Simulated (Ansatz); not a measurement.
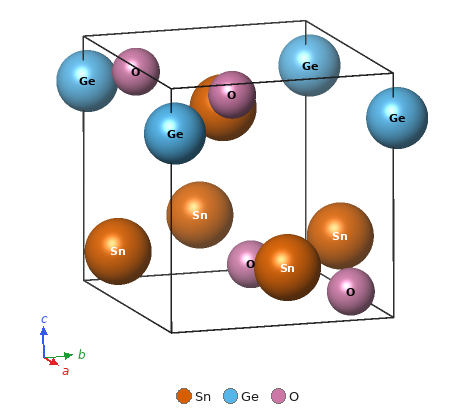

The figure gives a spheres-only picture of the atoms, viewed slightly off an axis. The box is the simulation cell; atoms on or close to its faces, edges and corners are drawn wherever they repeat.

Full input:
```yaml
crystal:
  lattice:
    - [5.177354149, 0.0005094092, 0.0012851392]
    - [-0.0790000786, 5.5485378711, -0.0039935232]
    - [-0.0244274762, -0.2146169867, 5.7637756131]
  atoms:
    - { symbol: Sn, position: [0.9432945254, 0.5451653993, 0.2211664222] }
    - { symbol: Sn, position: [0.4483246222, 0.9780835613, 0.2166061777] }
    - { symbol: Sn, position: [0.4396077151, 0.4550406194, 0.7730018776] }
    - { symbol: Ge, position: [0.9403232887, 0.0408772221, 0.8008979447] }
    - { symbol: O, position: [0.8061643588, 0.3511117705, 0.9109450626] }
    - { symbol: O, position: [0.3194878623, 0.6263565979, 0.0951669443] }
    - { symbol: O, position: [0.8179006413, 0.8794612498, 0.0743312779] }
    - { symbol: O, position: [0.2848969861, 0.1239035794, 0.9078812929] }
basis:
  ecutwfc: 500
kpoints:
  mp_grid: { grid: [6, 6, 6] }
  band_path:
    path:
      - [[0.0, 0.0, 0.0], [-0.5, 0.0, 0.0]]
      - [[0.0, 0.0, -0.5], [0.0, 0.0, 0.0], [0.0, -0.5, 0.0]]
      - [[0.5, -0.5, 0.5], [0.0, 0.0, 0.0], [0.0, -0.5, 0.5]]
      - [[0.5, -0.5, 0.0], [0.0, 0.0, 0.0], [-0.5, 0.0, 0.5]]
    npoints: 14
hamiltonian:
  xc: r2scan
scf:
  occupations: { method: gaussian, width: 0.02 }
  n_extra_bands: 20
output:
  forces: true
  stress: true
  eigenvalues: true
  populations: true
  dos: { projected: true, de: 0.02, nscf_kmesh: { grid: [9, 9, 9] } }
  bader: true
  write_density: true
  write_potential: true
  elf: true
  volumetric_format: npy
```
Run as:
```sh
ansatz run input.yaml --threads 4 --pin off --max-ram 8192MiB --backend cpu --events-out ev --progress --plain --runs-dir out
```

Results below were computed with DFT r2SCAN, scalar-relativistic, plane waves, PAW (Ansatz); the settings were a kinetic-energy cutoff of 500 eV, 6×6×6 k-mesh, Gaussian smearing of 0.02 eV, no spin polarisation.

Question: Give the Bader charge of each element.

Answer: Sn +1.34 e; Ge +1.28 e; O -1.33 e. The transfer is large, as in an ionic solid.

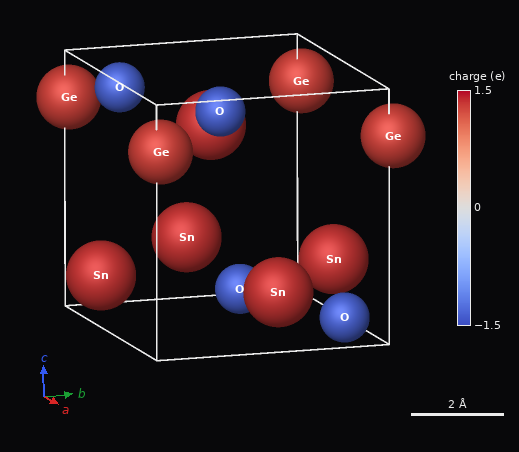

The atoms coloured by those charges.

Starting structure: a structure type filled with these elements by a generator (whether the compound takes this form wasn't checked). Earlier steps of the study may have refined or changed the cell and positions. It went into a calculation with Ansatz.
